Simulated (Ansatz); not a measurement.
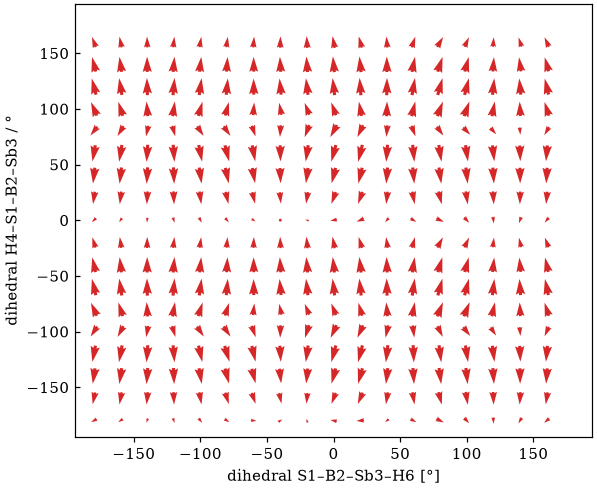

BH4SSb, SMILES S[BH][SbH2]. Coordinates scanned: (1) dihedral S1–B2–Sb3–H6; (2) dihedral H4–S1–B2–Sb3. Nothing is relaxed (all other coordinates rigid). The scan uses an 18 × 18 grid. The calculation used RKS SPW92 (LDA)/def2-SVP in Ansatz.

In the figure: arrows along the force (downhill), their lengths compressed.

**The arrows alone are given. Where are the wells?**

The arrows converge at about dihedral S1–B2–Sb3–H6 = 120°, dihedral H4–S1–B2–Sb3 = 175°; about dihedral S1–B2–Sb3–H6 = −25°, dihedral H4–S1–B2–Sb3 = −180° (0.49 kcal/mol up); about dihedral S1–B2–Sb3–H6 = 125°, dihedral H4–S1–B2–Sb3 = −5° (0.6 kcal/mol up); about dihedral S1–B2–Sb3–H6 = −30°, dihedral H4–S1–B2–Sb3 = 0° (0.9 kcal/mol up) (read from the interpolated surface).

The energy map of the same scan:

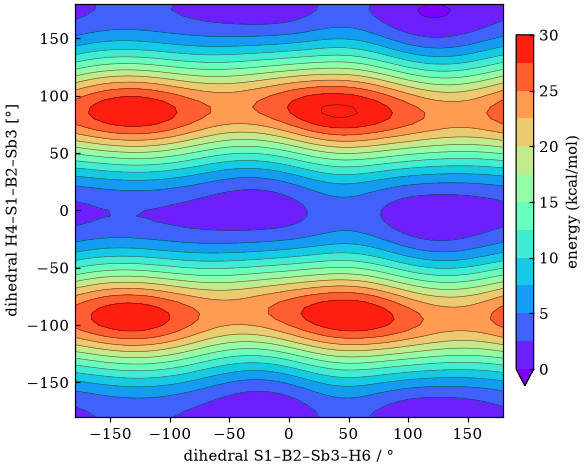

Energies are in kcal/mol, from the lowest grid point; between grid points the surface is interpolated.
